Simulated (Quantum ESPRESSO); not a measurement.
**CoSi: which magnetic order is lowest**

Does CoSi prefer parallel or opposed moments?

Program: Quantum ESPRESSO 7.5. Level of theory: PBEsol; plane waves with GBRV 1.5 PBEsol potentials, no spin-orbit coupling. Results are calculated unless marked as measured.

The database entry behind the starting cell differs from later determinations by our own check (0.1 to 0.3 % short, probably kX units), so it need not match the best structure at ambient conditions.

## (1) Set-up

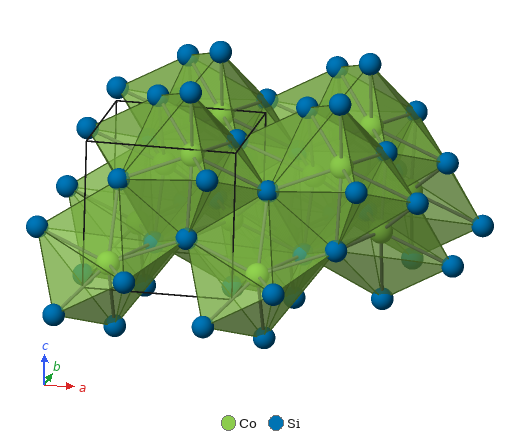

Start, viewed slightly off an axis; cobalt green, silicon blue. 2×2×1 cells are drawn. Some periodic images of atoms are drawn too.

Structure file:

```cif
data_structure
_symmetry_space_group_name_H-M 'P 1'
_symmetry_Int_Tables_number 1
_cell_length_a 4.4380
_cell_length_b 4.4380
_cell_length_c 4.4380
_cell_angle_alpha 90.000
_cell_angle_beta 90.000
_cell_angle_gamma 90.000
_cell_volume 87.41
loop_
_atom_site_label
_atom_site_type_symbol
_atom_site_fract_x
_atom_site_fract_y
_atom_site_fract_z
_atom_site_occupancy
Co1 Co 0.14000 0.14000 0.14000 1
Co2 Co 0.36000 0.86000 0.64000 1
Co3 Co 0.64000 0.36000 0.86000 1
Co4 Co 0.86000 0.64000 0.36000 1
Si5 Si 0.84300 0.84300 0.84300 1
Si6 Si 0.65700 0.15700 0.34300 1
Si7 Si 0.34300 0.65700 0.15700 1
Si8 Si 0.15700 0.34300 0.65700 1
```

The cell comes from the Crystallography Open Database.

## (2) Run 1, typed as ferro ++++

The signs are those of the starting moments on the seeded atoms, the atoms that are given a moment.

pw.in reads:

```
&CONTROL
  calculation = 'scf'
  prefix = 'pwscf'
  outdir = './tmp'
  pseudo_dir = './pseudo'
  disk_io = 'nowf'
/
&SYSTEM
  ibrav = 0
  celldm(1) = 8
  nat = 8
  ntyp = 2
  ecutwfc = 40
  ecutrho = 280
  nbnd = 59
  occupations = 'smearing'
  smearing = 'fd'
  degauss = 0.00734986
  nspin = 2
  starting_magnetization(1) = 0.1176
  starting_magnetization(2) = 0
/
&ELECTRONS
  conv_thr = 1.6d-08
  electron_maxstep = 150
  mixing_beta = 0.3
/
ATOMIC_SPECIES
Co     58.9332 co_pbesol_v1.2.uspp.F.UPF
Si     28.0850 si_pbesol_v1.uspp.F.UPF
CELL_PARAMETERS alat
   1.0483255676361    0.0000000000000    0.0000000000000
   0.0000000000000    1.0483255676361    0.0000000000000
   0.0000000000000    0.0000000000000    1.0483255676361
ATOMIC_POSITIONS crystal
Co      0.1400000000    0.1400000000    0.1400000000
Co      0.3600000000    0.8600000000    0.6400000000
Co      0.6400000000    0.3600000000    0.8600000000
Co      0.8600000000    0.6400000000    0.3600000000
Si      0.8430000000    0.8430000000    0.8430000000
Si      0.6570000000    0.1570000000    0.3430000000
Si      0.3430000000    0.6570000000    0.1570000000
Si      0.1570000000    0.3430000000    0.6570000000
K_POINTS automatic
6 6 6 0 0 0
```

Command:

```
> OMP_NUM_THREADS=1 mpirun -n 4 pw.x -nk 4 -in pw.in > pw.out
```

The program printed:

```text
Program PWSCF v.7.5 starts

     Message from routine setup:
     using ibrav=0 with symmetry is DISCOURAGED, use correct ibrav instead

     K-points division:     npool     =       4
     Subspace diagonalization in iterative solution of the eigenvalue problem:

     G-vector sticks info
     --------------------
     sticks:   dense  smooth     PW     G-vecs:    dense   smooth      PW
     Sum        1565     885    277                46681    20197    3407

     Using Slab Decomposition

     bravais-lattice index     =            0
     lattice parameter (alat)  =       8.0000  a.u.
     unit-cell volume          =     589.8730 (a.u.)^3
     number of atoms/cell      =            8
     number of atomic types    =            2
     number of electrons       =        84.00
     number of Kohn-Sham states=           59
     kinetic-energy cutoff     =      40.0000  Ry
     charge density cutoff     =     280.0000  Ry
     scf convergence threshold =      1.6E-08
     mixing beta               =       0.3000
     number of iterations used =            8  plain     mixing
     Exchange-correlation= SLA  PW   PSX  PSC
                           (   1   4  10   8   0   0   0)

     celldm(1)=   8.000000  celldm(2)=   0.000000  celldm(3)=   0.000000
     celldm(4)=   0.000000  celldm(5)=   0.000000  celldm(6)=   0.000000

     crystal axes: (cart. coord. in units of alat)
               a(1) = (   1.048326   0.000000   0.000000 )
               a(2) = (   0.000000   1.048326   0.000000 )
               a(3) = (   0.000000   0.000000   1.048326 )

     reciprocal axes: (cart. coord. in units 2 pi/alat)
               b(1) = (  0.953902  0.000000  0.000000 )
               b(2) = (  0.000000  0.953902  0.000000 )
               b(3) = (  0.000000  0.000000  0.953902 )

     PseudoPot. # 1 for Co read from file:
     co_pbesol_v1.2.uspp.F.UPF
     Pseudo is Ultrasoft + core correction, Zval = 17.0
     Generated by new atomic code, or converted to UPF format
     Using radial grid of  863 points,  6 beta functions with:
                l(1) =   0
                l(2) =   0
                l(3) =   1
                l(4) =   1
                l(5) =   2
                l(6) =   2
     Q(r) pseudized with  8 coefficients,  rinner =    1.200   1.200   1.200
                                                       1.200   1.200

     PseudoPot. # 2 for Si read from file:
     si_pbesol_v1.uspp.F.UPF
     Pseudo is Ultrasoft + core correction, Zval =  4.0
     Generated by new atomic code, or converted to UPF format
     Using radial grid of  899 points,  6 beta functions with:
                l(1) =   0
                l(2) =   0
                l(3) =   1
                l(4) =   1
                l(5) =   2
                l(6) =   2
     Q(r) pseudized with  8 coefficients,  rinner =    0.900   0.900   0.900
                                                       0.900   0.900

     atomic species   valence    mass     pseudopotential
     Co               17.00    58.93320     Co( 1.00)
     Si                4.00    28.08500     Si( 1.00)

     Starting magnetic structure
     atomic species   magnetization
     Co              0.118
     Si              0.000

     12 Sym. Ops. (no inversion) found ( 9 have fractional translation)

   Cartesian axes

     site n.     atom                  positions (alat units)
         1        Co     tau(   1) = (   0.1467656   0.1467656   0.1467656  )
         2        Co     tau(   2) = (   0.3773972   0.9015600   0.6709284  )
         3        Co     tau(   3) = (   0.6709284   0.3773972   0.9015600  )
         4        Co     tau(   4) = (   0.9015600   0.6709284   0.3773972  )
         5        Si     tau(   5) = (   0.8837385   0.8837385   0.8837385  )
         6        Si     tau(   6) = (   0.6887499   0.1645871   0.3595757  )
         7        Si     tau(   7) = (   0.3595757   0.6887499   0.1645871  )
         8        Si     tau(   8) = (   0.1645871   0.3595757   0.6887499  )

     number of k points=    24  Fermi-Dirac smearing, width (Ry)=  0.0073
                       cart. coord. in units 2pi/alat
        k(    1) = (   0.0000000   0.0000000   0.0000000), wk =   0.0046296
        k(    2) = (   0.0000000   0.0000000   0.1589837), wk =   0.0277778
        k(    3) = (   0.0000000   0.0000000   0.3179674), wk =   0.0277778
        k(    4) = (   0.0000000   0.0000000  -0.4769511), wk =   0.0138889
        k(    5) = (   0.0000000   0.1589837   0.1589837), wk =   0.0555556
        [... 19 further k-points ...]

     Dense  grid:    46681 G-vectors     FFT dimensions: (  48,  48,  48)

     Smooth grid:    20197 G-vectors     FFT dimensions: (  36,  36,  36)

     Check: negative core charge=   -0.000027
     Generating pointlists ...
     new r_m :   0.2225 (alat units)  1.7796 (a.u.) for type    1
     new r_m :   0.2225 (alat units)  1.7796 (a.u.) for type    2

     Initial potential from superposition of free atoms

     starting charge      79.9974, renormalised to      84.0000
     Starting wfcs are   68 randomized atomic wfcs

     Self-consistent Calculation

     iteration #  1     ecut=    40.00 Ry     beta= 0.30
     Davidson diagonalization with overlap
     ethr =  1.00E-02,  avg # of iterations =  4.9

     total energy              =   -1209.98161659 Ry
     estimated scf accuracy    <      62.59125616 Ry

     total magnetization       =     2.37 Bohr mag/cell
     absolute magnetization    =     3.05 Bohr mag/cell

     iteration #  2     ecut=    40.00 Ry     beta= 0.30
     Davidson diagonalization with overlap
     ethr =  1.00E-02,  avg # of iterations =  3.0

     total energy              =   -1228.53884823 Ry
     estimated scf accuracy    <      48.23256453 Ry

     total magnetization       =     0.19 Bohr mag/cell
     absolute magnetization    =     0.50 Bohr mag/cell

     iteration #  3     ecut=    40.00 Ry     beta= 0.30
     Davidson diagonalization with overlap
     ethr =  1.00E-02,  avg # of iterations =  2.0

     total energy              =   -1231.67088592 Ry
     estimated scf accuracy    <       2.95170105 Ry

     total magnetization       =     0.92 Bohr mag/cell
     absolute magnetization    =     2.10 Bohr mag/cell

     [... further iterations left out ...]

     iteration # 12     ecut=    40.00 Ry     beta= 0.30
     Davidson diagonalization with overlap
     ethr =  8.55E-07,  avg # of iterations =  1.5

     total energy              =   -1231.74126228 Ry
     estimated scf accuracy    <       0.00000200 Ry

     total magnetization       =     0.00 Bohr mag/cell
     absolute magnetization    =     0.01 Bohr mag/cell

     iteration # 13     ecut=    40.00 Ry     beta= 0.30
     Davidson diagonalization with overlap
     ethr =  2.38E-09,  avg # of iterations =  4.3

     total energy              =   -1231.74126396 Ry
     estimated scf accuracy    <       0.00000180 Ry

     total magnetization       =     0.00 Bohr mag/cell
     absolute magnetization    =     0.00 Bohr mag/cell

     iteration # 14     ecut=    40.00 Ry     beta= 0.30
     Davidson diagonalization with overlap
     ethr =  2.14E-09,  avg # of iterations =  1.5

     total energy              =   -1231.74126417 Ry
     estimated scf accuracy    <       0.00000005 Ry

     total magnetization       =    -0.00 Bohr mag/cell
     absolute magnetization    =     0.00 Bohr mag/cell

     iteration # 15     ecut=    40.00 Ry     beta= 0.30
     Davidson diagonalization with overlap
     ethr =  5.99E-11,  avg # of iterations =  3.0

     Magnetic moment per site  (integrated on atomic sphere of radius R)
     atom   1 (R=0.222)  charge= 15.2935  magn=  0.0001
     atom   2 (R=0.222)  charge= 15.2935  magn=  0.0001
     atom   3 (R=0.222)  charge= 15.2935  magn=  0.0001
     atom   4 (R=0.222)  charge= 15.2935  magn=  0.0001
     atom   5 (R=0.222)  charge=  1.7000  magn= -0.0000
     atom   6 (R=0.222)  charge=  1.7000  magn= -0.0000
     atom   7 (R=0.222)  charge=  1.7000  magn= -0.0000
     atom   8 (R=0.222)  charge=  1.7000  magn= -0.0000

     End of self-consistent calculation

     [... lines left out ...]
     the Fermi energy is    16.4552 ev

!    total energy              =   -1231.74126420 Ry
     estimated scf accuracy    <       0.00000001 Ry
     smearing contrib. (-TS)   =      -0.00581015 Ry
     internal energy E=F+TS    =   -1231.73545405 Ry

     The total energy is F=E-TS. E is the sum of the following terms:
     one-electron contribution =    -812.43825958 Ry
     hartree contribution      =     457.95265267 Ry
     xc contribution           =    -147.47057664 Ry
     ewald contribution        =    -729.77927050 Ry

     total magnetization       =     0.00 Bohr mag/cell
     absolute magnetization    =     0.00 Bohr mag/cell

     convergence has been achieved in  15 iterations

=------------------------------------------------------------------------------=
   JOB DONE.
=------------------------------------------------------------------------------=
```

Run time: 1.7 min. Hardware: 4 MPI ranks of Arm Neoverse N1, shared host; peak memory 0.56 GiB.

Spin moment in the atom's sphere by atom:

```
atom  spin moment in the atom's sphere (μB)
 Co1                                 0.0001
 Co2                                 0.0001
 Co3                                 0.0001
 Co4                                 0.0001
 Si5                                 0.0000
 Si6                                 0.0000
 Si7                                 0.0000
 Si8                                 0.0000
```

Numbers from this step:

```
smearing term TS       : 0.07905 eV
magnetization          : 0 μB
absolute magnetization : 0 μB
final state            : non-magnetic
```

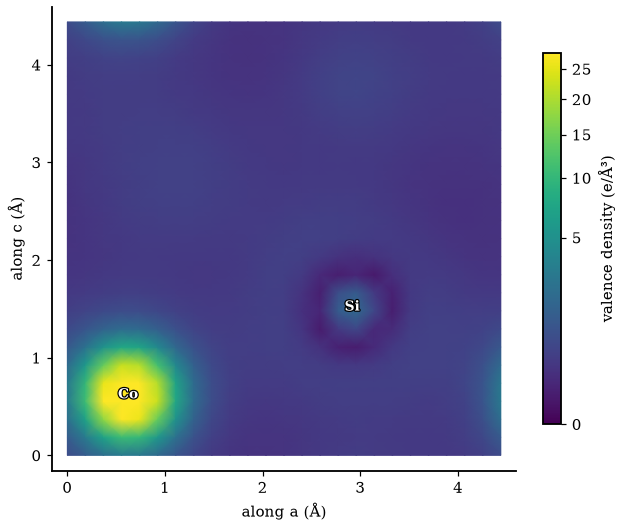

Valence density in the ac plane at fractional y = 0.140, with atoms of Co and Si within 0.2 Å of it. It is the smooth field of the valence electrons, not physical close to the nuclei. The colour scale is stretched toward low values.

(Part 1 of 2 ends here.)

[Logs and program files are shortened in this print: banners, set-up blocks, solver, clock and traceback lines can be left out without a mark of their own.]

[Logs are printed without paths, hosts, clocks, repeated set-up lines and the standing remarks that a program may print on its own settings, such as how far it seeks lower states.]

[Hosts, paths, dates, database ids (printed as entryN), source tags and the programs' standing remarks are cut or masked in the printed files.]

[Where a cell is said to come from a database of computed structures, the database is the Materials Project.]
